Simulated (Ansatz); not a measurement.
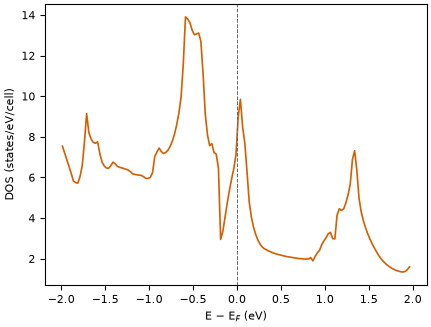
Density of states of SrIr₂ (Fd-3m) near the Fermi level, PBEsol, rigid bands run with Ansatz (a first-principles code).

Problem. How far does the Fermi level move in a rigid band for 0.1 electron a cell added or removed?

Solution. 13 meV and -13 meV.

A metal at this level (no band gap); rigid bands, thermally averaged at 300 K, both spins. Spin-orbit coupling is left out, which matters with elements this heavy. Geometry: cell and atoms relaxed with PBEsol.

Formula and space group known from diffraction (Crystallography Open Database), not checked to be the room-temperature form: SrIr2 (Fd-3m).
